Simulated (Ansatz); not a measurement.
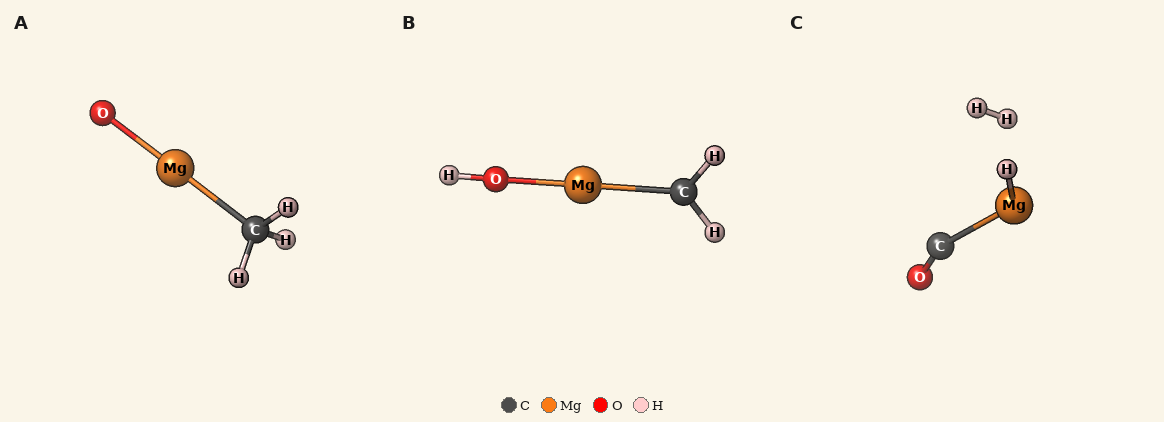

3 stationary structures of one formula. The species is neutral and a spin doublet. Geometries: PBE0-D4/def2-TZVP. Electronic energies: UHF-CCSD(T) (frozen core)/def2-TZVPP (Ansatz 0.2.0), without zero-point energy. No frequency run is at hand to confirm each as a minimum.

Which is lowest in energy, and by how much?

B is lowest; A lies 21.6 kcal/mol above it, C lies 43.5 kcal/mol above it.
